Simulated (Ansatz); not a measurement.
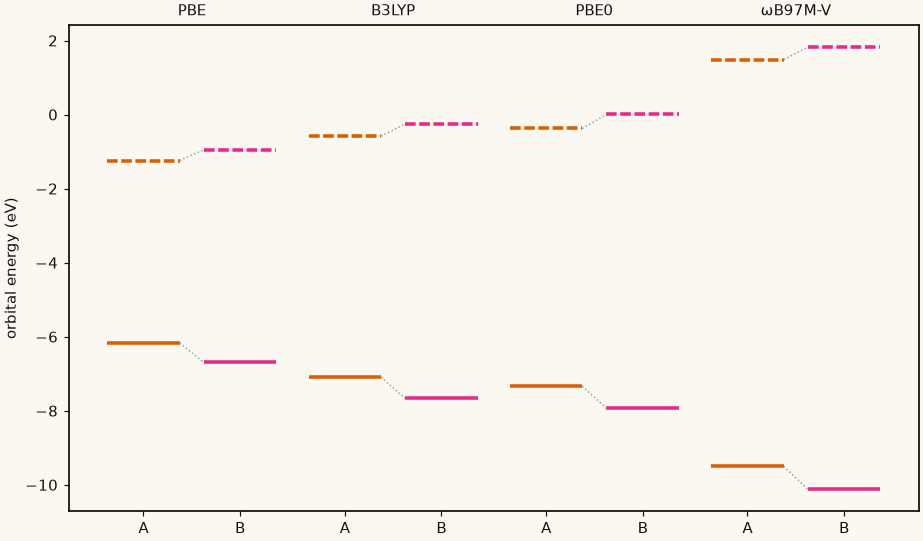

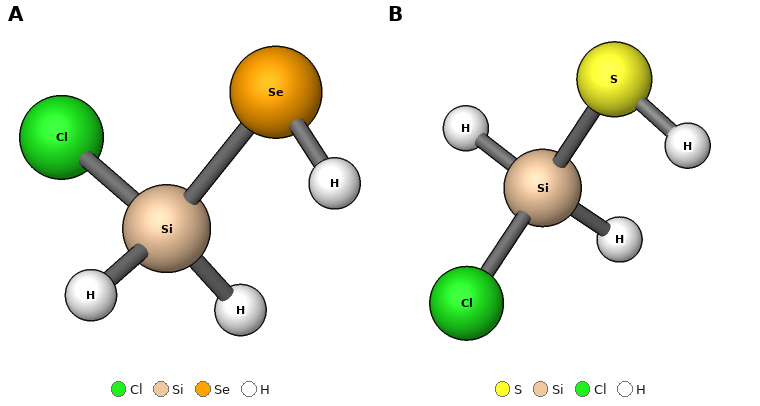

One change: A, SiH₃SeCl (SMILES Cl[SiH2][SeH]), becomes B, SiH₃SCl (SMILES S[SiH2]Cl). SeH on Si is replaced by SH. HOMO (solid) and LUMO (dashed) computed in def2-TZVPP at PBE0-D4/def2-TZVP geometries, both minima by their frequencies, gas phase, the Ansatz code. Empty levels above zero depend strongly on the basis.

**What does the change do to HOMO and LUMO?**

PBE: the HOMO falls by 0.52 eV, the LUMO rises by 0.29 eV, and the separation goes from 4.93 to 5.75 eV. B3LYP: the HOMO falls by 0.57 eV, the LUMO rises by 0.33 eV, and the separation goes from 6.51 to 7.41 eV. PBE0: the HOMO falls by 0.59 eV, the LUMO rises by 0.38 eV, and the separation goes from 6.96 to 7.94 eV. ωB97M-V: the HOMO falls by 0.62 eV, the LUMO rises by 0.34 eV, and the separation goes from 10.99 to 11.94 eV.

**Do the functionals agree on the effect?**

They agree on the direction for both levels; the HOMO shift lies between −0.62 and −0.52 eV and the LUMO shift between 0.29 and 0.38 eV, while the separations themselves differ by up to 6.2 eV between functionals.
